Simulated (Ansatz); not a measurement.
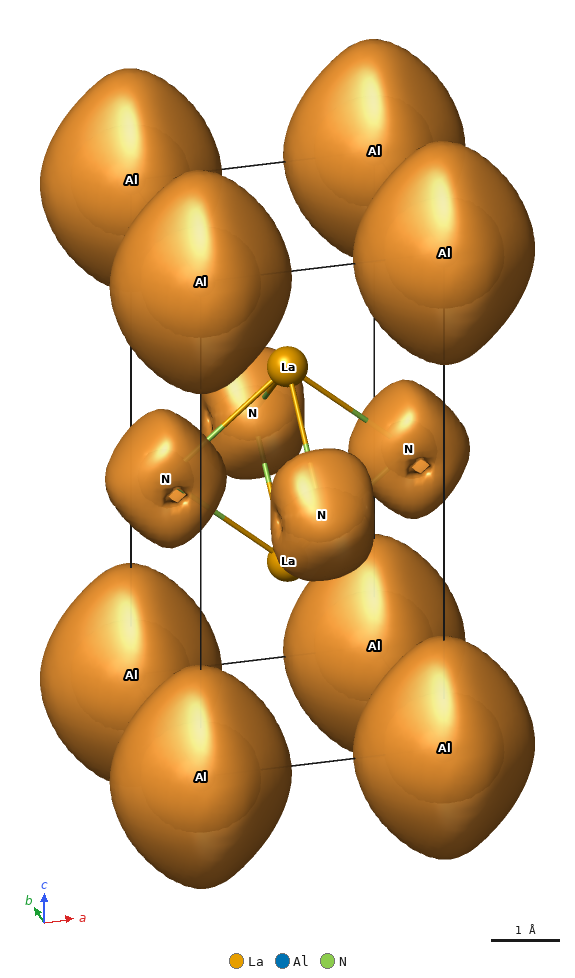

Figure. La2AlN2. Isosurface of the electron localisation function at 0.7 (orange), seen at an oblique angle. Core shells and regions of very low density are left out. Sticks mark near contacts.

Space group P4/mmm; a structure generated by program, which may or may not match a known phase; computed without spin polarisation.

All numbers below come from DFT PBE, scalar-relativistic, plane waves, PAW in Ansatz 0.2.0.

In a PAW calculation such maps are meaningful between the atoms, not at the nuclei.

Identify the bonds, lone pairs and shells in this picture.

The surface consists of one region wrapped around Al (its valence shell) and two regions wrapped around N (the valence shell of each), counted in one cell of 5 atoms. Regions shared between cells count once. Along the contacts the grid gives the following. La–N (2.46 Å): the ELF peaks at about 0.85 in the valence shell of N, 0.6 Å from its nucleus, and drops to about 0.25 between the two atoms (no localised pair shows between them). La–Al (3.62 Å): the ELF peaks at about 0.80 in the valence shell of Al, 1.1 Å from its nucleus, and drops to about 0.10 between the two atoms.
